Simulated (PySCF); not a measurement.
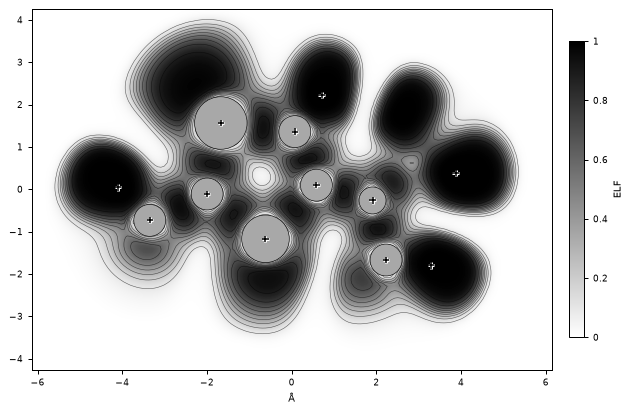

The ELF on a plane through atoms (crosses mark nuclei in the plane; grey discs cover the cores).

Level of theory: PBE0/pcSseg-1, SCF density, gas phase, non-relativistic (PySCF 2.14.0).

Candidates:
A. C₇H₁₁N₃ (SMILES Cc1ncnnc1C(C)C)
B. C₆H₁₃N₃Si (SMILES CCc1ncn([SiH](C)C)n1)
C. C₆H₁₀NPS (SMILES Cc1pcc(N(C)C)s1)

> Which system is this?

Candidate C: C₆H₁₀NPS on the plane of atoms C2, P3 and C4, which holds C, P, N, S and H. C–C (1.36 Å): the ELF peaks at about 0.95 between the atoms (a covalent bond). C–N (1.37 Å): the ELF peaks at about 0.90 between the atoms; a covalent bond.
